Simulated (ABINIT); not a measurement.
# Cs2InAgCl6 (Fm-3m): a self-consistent loop beyond G0W0, cycle by cycle

Aim: iterate the self-energy on Cs2InAgCl6 (Fm-3m) and follow the gap from cycle to cycle.

Method: PBEsol and many-body steps on it, plane waves, in ABINIT 10.8.3.

**Experimental background.**

- Gap 3.3 eV: optical gap from absorption onset near 380 nm, assigned as direct at Gamma; diffuse reflectance with Kubelka-Munk analysis; powder (“Cs2InAgCl6: A new lead-free halide double perovskite with direct band gap”, 2016, arxiv:1611.05426).

## Step 1: Set-up

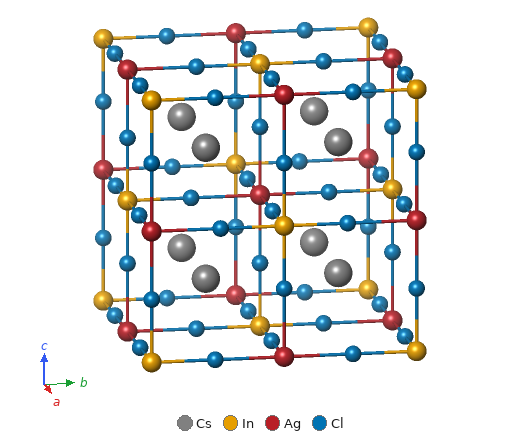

Start, viewed slightly off an axis; caesium grey, indium orange, silver red, chlorine blue. This picture shows the conventional cell, with its axes. Some periodic images of atoms are drawn too.

The cell and positions come from the Crystallography Open Database and are kept as given unless a step says otherwise. Spin-orbit coupling is left out unless a step names it.

## Step 2: Empty states on the mesh, 2×2×2 mesh, 264 bands

This step: ABINIT 10.8.3; DFT, PBEsol, plane waves, norm-conserving pseudopotentials.

The sums over transitions need many empty states on a uniform mesh; this step solves for them.

run.abi reads:

```
acell 3*1.0 Angstrom
rprim 
  0.000000000000 5.234500000000 5.234500000000
  5.234500000000 0.000000000000 5.234500000000
  5.234500000000 5.234500000000 0.000000000000
ntypat 4
znucl 55 49 47 17
natom 10
typat 1 1 2 3 4 4 4 4 4 4
xred 
  0.250000000000 0.250000000000 0.250000000000
  0.750000000000 0.750000000000 0.750000000000
  0.000000000000 0.000000000000 0.000000000000
  0.500000000000 0.500000000000 0.500000000000
  0.760210000000 0.239790000000 0.239790000000
  0.239790000000 0.760210000000 0.239790000000
  0.239790000000 0.760210000000 0.760210000000
  0.760210000000 0.239790000000 0.760210000000
  0.239790000000 0.239790000000 0.760210000000
  0.760210000000 0.760210000000 0.239790000000
pp_dirpath "pseudos"
pseudos "Cs.upf, In.upf, Ag.upf, Cl.upf"
ecut 39
ngkpt 2 2 2
nshiftk 1
shiftk 0 0 0
kptopt 1
chksymbreak 0
iscf -2
irdden 1
istwfk *1
nband 264
nbdbuf 24
tolwfr 1e-09
nstep 60
prtvol 0
indata_prefix "in"
outdata_prefix "out"
tmpdata_prefix "tmp"
```

The run is started by

```sh
OMP_NUM_THREADS=2 mpirun -n 3 abinit run.abi > log
```

Numbers of over 12 decimals in the logs are rounded to 6 here.

Output:

```text
.Version 10.8.3 of ABINIT. v10.8.2 released Aug 2026.

 Symmetries : space group Fm -3 m (#225); Bravais cF (face-center cubic)
[... echo of the input left out ...]
== DATASET  1 ==================================================================
-   mpi_nproc: 3, omp_nthreads: 2 (-1 if OMP is not activated)

--- !DatasetInfo
iteration_state: {dtset: 1, }
dimensions: {natom: 10, nkpt: 3, mband: 264, nsppol: 1, nspinor: 1, nspden: 1, mpw: 22556, }
cutoff_energies: {ecut:  39.0, pawecutdg:  -1.0, }
[...]
1.57024    1.57149    1.57153    1.57160    1.58830    1.58831    1.58841    1.59084
   1.59087    1.59102    1.59441    1.61660    1.61808    1.61963    1.62830    1.63247
 prteigrs : prtvol=0 or 1, do not print more k-points.

== END DATASET(S) ==============================================================
================================================================================

 -outvars: echo values of variables after computation  --------
            nband         264
             nkpt           3
          spgroup         225
 [... the other variables as echoed above ...]

 Calculation completed.
```

The job ended after 3.9 min (3 MPI ranks of Arm Neoverse V2, shared host; peak memory 0.73 GiB).

This step gave:

* gap: 1.045 eV
* k of the valence top: 0, 0, 0
* k of the conduction bottom: 0, 0, 0
* least direct gap: 1.045 eV
* k points computed: 3
* lowest point of the top converged band, above the valence top: 37.88 eV

On this mesh the gap is 1.045 eV.

The density comes from a self-consistent run that is not shown.

## Step 3: Screening, 2×2×2 mesh, 240 bands, screening to 106.1 eV

The RPA dielectric matrix is built and inverted for each q.

This step: RPA screening on PBEsol, plane waves, norm-conserving pseudopotentials.

Changes to run.abi since step 2:

```diff
@@ -28,10 +28,11 @@
 chksymbreak 0
-iscf -2
-irdden 1
 istwfk *1
-nband 264
-nbdbuf 24
-tolwfr 1e-09
-nstep 60
-prtvol 0
+occopt 1
+irdwfk 1
+optdriver 3
+nband 240
+ecuteps 3.9
+inclvkb 2
+awtr 1
+symchi 1
 indata_prefix "in"
```

The run is started by

```sh
OMP_NUM_THREADS=1 mpirun -n 8 abinit run.abi > log
```

Output:

```text
.Version 10.8.3 of ABINIT. v10.8.2 released Aug 2026.

 Symmetries : space group Fm -3 m (#225); Bravais cF (face-center cubic)
[... echo of the input left out ...]
== DATASET  1 ==================================================================
-   mpi_nproc: 8, omp_nthreads: 1 (-1 if OMP is not activated)

--- !DatasetInfo
iteration_state: {dtset: 1, }
dimensions: {natom: 10, nkpt: 3, mband: 240, nsppol: 1, nspinor: 1, nspden: 1, mpw: 22556, }
cutoff_energies: {ecut:  39.0, pawecutdg:  -1.0, }
electrons: {nelect:   1.00000000E+02, charge:   0.00000000E+00, occopt:   1.00000000E+00, tsmear:   1.00000000E-02, }

 SCREENING: Calculation of the susceptibility and dielectric matrices

 Based on a program developped by R.W. Godby, V. Olevano, G. Onida, and L. Reining.
 Incorporated in ABINIT by V. Olevano, G.-M. Rignanese, and M. Torrent.
.Using double precision arithmetic ; gwpc =  8

[... cell and pseudopotentials left out ...]
--------------------------------------------------------------------------------

 ==== K-mesh for the wavefunctions ====
 Number of points in the irreducible wedge :     3
[... list of points left out ...]
 Together with 48 symmetry operations and time-reversal symmetry
 yields     8 points in the full Brillouin Zone.

 ==== Q-mesh for the screening function ====
 Number of points in the irreducible wedge :     3
[... list of points left out ...]
 Together with 48 symmetry operations and time-reversal symmetry
 yields     8 points in the full Brillouin Zone.

 setmesh: FFT mesh size selected  =    54x   54x   54
          total number of points  =       157464

 vcoul_init : cutoff-mode = AUXILIARY_FUNCTION
 q-points for optical limit:   1
     1)      0.000010    0.000020    0.000030

- screening: taking advantage of time-reversal symmetry
- Maximum band index for partially occupied states nbvw = 50
- Remaining bands to be divided among processors   nbcw = 190
- Number of bands treated by each node ~23

 Number of electrons calculated from density =  100.0000; Expected =  100.0000
 average of density, n =  0.051659
 r_s =    1.6657
 omega_plasma =   21.9245 [eV]

 calculating chi0 at frequencies [eV] :
  1    0.000000E+00    0.000000E+00
  2    0.000000E+00    2.192449E+01

--------------------------------------------------------------------------------
  q-point number  1        q = ( 0.000000, 0.000000, 0.000000) [r.l.u.]
--------------------------------------------------------------------------------
[... chi0 elements left out ...]
 For q-point:  0.000010 0.000020 0.000030
  dielectric constant =   4.0583
  dielectric constant without local fields =   4.5648

  Average fulfillment of the sum rule on Im[epsilon] for q-point    1 :     52.27  [%]
[... wings left out ...]
  q-point number  2        q = ( 0.500000, 0.000000, 0.000000) [r.l.u.]
--------------------------------------------------------------------------------
[... chi0 elements left out ...]
  Average fulfillment of the sum rule on Im[epsilon] for q-point    2 :     56.91  [%]

 [... 1 further q-points ...]
```

Run time: 2.5 min. Hardware: 8 MPI ranks; peak memory 9.7 GiB.

Numbers from this step:

| Quantity | Value |
| --- | --- |
| ε∞ with local fields, on this mesh, along the program's q direction | 4.058 |
| the same without local fields | 4.565 |
| plasma frequency | 21.92 eV |
| plane waves in the screening matrix | 725 |

Local fields lower ε∞ by 11 %. On a Γ-centred mesh this coarse the value itself is usually too large, while a short band sum pulls it down.

## Step 4: G0W0

The self-energy is evaluated for the states that the input lists, and the levels follow from it, in one-shot runs by the linearised quasiparticle equation.

This step: G0W0 on PBEsol, plane waves, norm-conserving pseudopotentials.

Changes to run.abi since step 3:

```diff
@@ -31,8 +31,15 @@
 irdwfk 1
-optdriver 3
+optdriver 4
 nband 240
+gwcalctyp 0
+ecutsigx 39
+symsigma 1
+nkptgw 1
+kptgw 
+  0.0000000000 0.0000000000 0.0000000000
+bdgw 
+  49 52
 ecuteps 3.9
-inclvkb 2
-awtr 1
-symchi 1
+irdscr 1
+ppmodel 1
 indata_prefix "in"
```

Output:

```text
.Version 10.8.3 of ABINIT. v10.8.2 released Aug 2026.

 Symmetries : space group Fm -3 m (#225); Bravais cF (face-center cubic)
[... echo of the input left out ...]
== DATASET  1 ==================================================================
-   mpi_nproc: 8, omp_nthreads: 1 (-1 if OMP is not activated)

--- !DatasetInfo
iteration_state: {dtset: 1, }
dimensions: {natom: 10, nkpt: 3, mband: 240, nsppol: 1, nspinor: 1, nspden: 1, mpw: 22556, }
cutoff_energies: {ecut:  39.0, pawecutdg:  -1.0, }
electrons: {nelect:   1.00000000E+02, charge:   0.00000000E+00, occopt:   1.00000000E+00, tsmear:   1.00000000E-02, }

 SIGMA: Calculation of the GW corrections

 Based on a program developped by R.W. Godby, V. Olevano, G. Onida, and L. Reining.
 Incorporated in ABINIT by V. Olevano, G.-M. Rignanese, and M. Torrent.
.Using double precision arithmetic ; gwpc =  8

[... cell and pseudopotentials left out ...]
--------------------------------------------------------------------------------

 ==== K-mesh for the wavefunctions ====
 Number of points in the irreducible wedge :     3
[... list of points left out ...]
 Together with 48 symmetry operations and time-reversal symmetry
 yields     8 points in the full Brillouin Zone.

 ==== Q-mesh for screening function ====
 Number of points in the irreducible wedge :     3
[... list of points left out ...]
 Together with 48 symmetry operations and time-reversal symmetry
 yields     8 points in the full Brillouin Zone.

 vcoul_init : cutoff-mode = AUXILIARY_FUNCTION
 q-points for optical limit:   1
     1)      0.000010    0.000020    0.000030
 setmesh: FFT mesh size selected  =    80x   80x   80
          total number of points  =       512000

 Number of electrons calculated from density =  100.0000; Expected =  100.0000
 average of density, n =  0.051659
 r_s =    1.6657
 omega_plasma =   21.9245 [eV]

 === KS Band Gaps ===
  >>>> For spin  1
   Minimum direct gap =   1.0449 [eV], located at k-point      :   0.0000  0.0000  0.0000
   Fundamental gap    =   1.0449 [eV], Top of valence bands at :   0.0000  0.0000  0.0000
                                       Bottom of conduction at :   0.0000  0.0000  0.0000
 SIGMA fundamental parameters:
 PLASMON POLE MODEL  1
 number of plane-waves for SigmaX                22419
 number of plane-waves for SigmaC and W            725
 number of plane-waves for wavefunctions         22419
 number of bands                                   240
 number of independent spin polarizations            1
 number of spinorial components                      1
 number of k-points in IBZ                           3
 number of q-points in IBZ                           3
 number of symmetry operations                      48
 number of k-points in BZ                            8
 number of q-points in BZ                            8
 number of frequencies for dSigma/dE                 9
 frequency step for dSigma/dE [eV]                0.25
 number of omega for Sigma on real axis              0
 max omega for Sigma on real axis  [eV]           0.00
 zcut for avoiding poles [eV]                     0.10

 EPSILON^-1 parameters (SCR file):
 dimension of the eps^-1 matrix on file            725
 dimension of the eps^-1 matrix used               725
 number of plane-waves for wavefunctions         22419
 number of bands                                   240
 number of q-points in IBZ                           3
 number of frequencies                               2
 number of real frequencies                          1
 number of imag frequencies                          1

 matrix elements of self-energy operator (all in [eV])

 Perturbative Calculation

--- !SelfEnergy_ee
iteration_state: {dtset: 1, }
kpoint     : [   0.000,    0.000,    0.000, ]
spin       : 1
KS_gap     :    1.045
QP_gap     :    2.999
Delta_QP_KS:    1.954
data: !SigmaeeData |
     Band     E0 <VxcDFT>   SigX SigC(E0)      Z dSigC/dE  Sig(E)    E-E0       E
       49   2.083 -20.268 -24.588   3.682   0.790  -0.267 -20.771  -0.504   1.580
       50   2.083 -20.268 -24.588   3.682   0.790  -0.267 -20.771  -0.504   1.580
       51   3.128 -12.732  -8.349  -2.632   0.829  -0.207 -11.281   1.450   4.579
       52   7.166  -7.707  -3.464  -3.127   0.857  -0.167  -6.751   0.956   8.121

== END DATASET(S) ==============================================================
================================================================================

 -outvars: echo values of variables after computation  --------
           etotal      0.0000000000E+00
            nband         240
             nkpt           3
          spgroup         225
 [... the other variables as echoed above ...]

 Calculation completed.
```

Elapsed: 14 s, on 8 MPI ranks; peak memory 5.3 GiB.

Numbers from this step:

- G0W0 gap on the points computed: 2.999 eV
- starting gap on the mesh: 1.045 eV
- k of the valence top: 0, 0, 0
- k of the conduction bottom: 0, 0, 0
- Z at the valence top: 0.79
- Z at the conduction bottom: 0.829
- least direct G0W0 gap on the computed points: 2.999 eV

The gap on the mesh goes from 1.04 eV to 3.00 eV, a correction of +1.95 eV.

## Step 5: evGW0, cycle 1

This step: evGW0 on PBEsol, plane waves, norm-conserving pseudopotentials.

Changes to run.abi since step 4:

```diff
@@ -33,10 +33,14 @@
 nband 240
-gwcalctyp 0
+gwcalctyp 10
 ecutsigx 39
 symsigma 1
-nkptgw 1
+nkptgw 3
 kptgw 
   0.0000000000 0.0000000000 0.0000000000
+  0.5000000000 0.0000000000 0.0000000000
+  0.5000000000 0.5000000000 0.0000000000
 bdgw 
-  49 52
+  22 67
+  22 67
+  22 67
 ecuteps 3.9
```

Output:

```text
.Version 10.8.3 of ABINIT. v10.8.2 released Aug 2026.

 Symmetries : space group Fm -3 m (#225); Bravais cF (face-center cubic)
[... echo of the input left out ...]
== DATASET  1 ==================================================================
-   mpi_nproc: 8, omp_nthreads: 1 (-1 if OMP is not activated)

--- !DatasetInfo
iteration_state: {dtset: 1, }
dimensions: {natom: 10, nkpt: 3, mband: 240, nsppol: 1, nspinor: 1, nspden: 1, mpw: 22556, }
cutoff_energies: {ecut:  39.0, pawecutdg:  -1.0, }
electrons: {nelect:   1.00000000E+02, charge:   0.00000000E+00, occopt:   1.00000000E+00, tsmear:   1.00000000E-02, }

 SIGMA: Calculation of the GW corrections

 Based on a program developped by R.W. Godby, V. Olevano, G. Onida, and L. Reining.
 Incorporated in ABINIT by V. Olevano, G.-M. Rignanese, and M. Torrent.
.Using double precision arithmetic ; gwpc =  8

[... cell and pseudopotentials left out ...]
--------------------------------------------------------------------------------

 ==== K-mesh for the wavefunctions ====
 Number of points in the irreducible wedge :     3
[... list of points left out ...]
 Together with 48 symmetry operations and time-reversal symmetry
 yields     8 points in the full Brillouin Zone.

 ==== Q-mesh for screening function ====
 Number of points in the irreducible wedge :     3
[... list of points left out ...]
 Together with 48 symmetry operations and time-reversal symmetry
 yields     8 points in the full Brillouin Zone.

 vcoul_init : cutoff-mode = AUXILIARY_FUNCTION
 q-points for optical limit:   1
     1)      0.000010    0.000020    0.000030
 setmesh: FFT mesh size selected  =    80x   80x   80
          total number of points  =       512000

 Number of electrons calculated from density =  100.0000; Expected =  100.0000
[...]
--- !SelfEnergy_ee
iteration_state: {dtset: 1, }
kpoint     : [   0.500,    0.000,    0.000, ]
spin       : 1
KS_gap     :    3.474
QP_gap     :    5.584
Delta_QP_KS:    2.111
data: !SigmaeeData |
     Band     E_DFT   <VxcDFT>   E(N-1)  <Hhartree>   SigX  SigC[E(N-1)]    Z     dSigC/dE  Sig[E(N)]  DeltaE  E(N)_pert E(N)_diago
[...]
--- !SelfEnergy_ee
iteration_state: {dtset: 1, }
kpoint     : [   0.500,    0.500,    0.000, ]
spin       : 1
KS_gap     :    3.572
QP_gap     :    5.519
Delta_QP_KS:    1.947
data: !SigmaeeData |
     Band     E_DFT   <VxcDFT>   E(N-1)  <Hhartree>   SigX  SigC[E(N-1)]    Z     dSigC/dE  Sig[E(N)]  DeltaE  E(N)_pert E(N)_diago
[...]
66    10.341    -9.834    10.341    20.175    -4.956    -3.179     0.843    -0.186    -8.401     1.433    11.774    12.040
       67    10.368   -10.135    10.368    20.503    -4.989    -3.492     0.827    -0.209    -8.767     1.369    11.736    12.040

 New Fermi energy :        1.162684E-01 Ha ,    3.163823E+00 eV

 === QP Band Gaps ===
  >>>> For spin  1
   Minimum direct gap =   3.4329 [eV], located at k-point      :   0.0000  0.0000  0.0000
   Fundamental gap    =   3.4295 [eV], Top of valence bands at :   0.5000  0.5000  0.0000
                                       Bottom of conduction at :   0.0000  0.0000  0.0000

 writing QP data on file : out_QPS

 Convergence of QP corrections
 >>>>> For spin  1 <<<<<
.  kptgw no:  1; Maximum DeltaE = (  -0.779  -0.000) for band index: 41
.  kptgw no:  2; Maximum DeltaE = (  -0.985   0.000) for band index: 46
.  kptgw no:  3; Maximum DeltaE = (  -1.045   0.000) for band index: 38

== END DATASET(S) ==============================================================
================================================================================

 -outvars: echo values of variables after computation  --------
           etotal      0.0000000000E+00
            nband         240
             nkpt           3
          spgroup         225
 [... the other variables as echoed above ...]

 Calculation completed.
```

The job ended after 5.9 min (8 MPI ranks; peak memory 16 GiB; 47 min of CPU time).

Numbers from this step:

```
quasiparticle gap on the points computed              : 3.430 eV
gap of the density functional on the mesh             : 1.045 eV
k of the valence top                                  : 0.5, 0.5, 0
k of the conduction bottom                            : 0, 0, 0
Z at the valence top                                  : 0.79
Z at the conduction bottom                            : 0.829
least direct quasiparticle gap on the computed points : 3.433 eV
```

Against G0W0 in ABINIT (2×2×2 mesh, 240 bands, screening to 106.1 eV, Godby-Needs plasmon pole), the gap moves by +0.431 eV. This first cycle still uses the starting levels; it takes the full correction, at all points of the mesh, and its linearised value is 2.997 eV.

## Step 6: evGW0, cycle 2

The corrected levels of the last cycle go back in.

Changes to run.abi since step 5:

```diff
@@ -48,2 +48,3 @@
 ppmodel 1
+irdqps 1
 indata_prefix "in"
```

Output:

```text
.Version 10.8.3 of ABINIT. v10.8.2 released Aug 2026.

 Symmetries : space group Fm -3 m (#225); Bravais cF (face-center cubic)
[... echo of the input left out ...]
== DATASET  1 ==================================================================
-   mpi_nproc: 8, omp_nthreads: 1 (-1 if OMP is not activated)

--- !DatasetInfo
iteration_state: {dtset: 1, }
dimensions: {natom: 10, nkpt: 3, mband: 240, nsppol: 1, nspinor: 1, nspden: 1, mpw: 22556, }
cutoff_energies: {ecut:  39.0, pawecutdg:  -1.0, }
[...]
Convergence of QP corrections
 >>>>> For spin  1 <<<<<
.  kptgw no:  1; Maximum DeltaE = (   0.017  -0.000) for band index: 41
.  kptgw no:  2; Maximum DeltaE = (   0.029  -0.000) for band index: 45
.  kptgw no:  3; Maximum DeltaE = (   0.084   0.000) for band index: 40

== END DATASET(S) ==============================================================
================================================================================

 -outvars: echo values of variables after computation  --------
           etotal      0.0000000000E+00
            nband         240
             nkpt           3
          spgroup         225
 [... the other variables as echoed above ...]

 Calculation completed.
```

It took 5.9 min on 8 MPI ranks; peak memory 16 GiB.

Numbers from this step:

```yaml
quasiparticle_gap_on_the_points_computed: 3.247 eV
gap_of_the_density_functional_on_the_mesh: 1.045 eV
k_of_the_valence_top: 0.5, 0.5, 0
k_of_the_conduction_bottom: 0, 0, 0
least_direct_quasiparticle_gap_on_the_computed_points: 3.25 eV
```

Against the cycle before, the gap moves by −0.183 eV.

(Continued in part 2 of 3.)

[Paths, hosts, dates, memory and timing lines, banners, echoed tables and standing remarks are left out of the program output.]

[Logs are printed without paths, hosts, clocks, repeated set-up lines and the standing remarks that a program may print on its own settings, such as how far it seeks lower states.]

[Runs of the session that timed out or met a known fault of the program may be left out.]

[Hosts, paths, dates, database ids (printed as entryN), source tags and the programs' standing remarks are cut or masked in the printed files.]

[G0W0 gaps are taken among the corrected bands and points alone; a level outside them can change the order at an edge.]

[Where Ansatz stands beside ABINIT at settings called matched, ABINIT's density can come from a denser mesh and the files from another edition; pairs whose starting gaps differed by over 0.03 eV were left out, so agreement reads better than it is.]
